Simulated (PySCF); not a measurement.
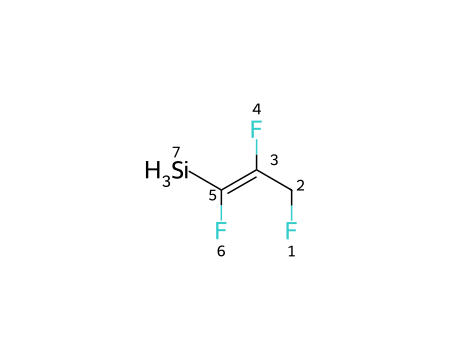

A structural formula, with wedges where it has stereocentres; small numbers name the atoms. The configuration is that of a computed structure (PBE0-D3(BJ)/def2-SVP).

Question: Assign CIP descriptors.

Answer: C3=C5: Z.
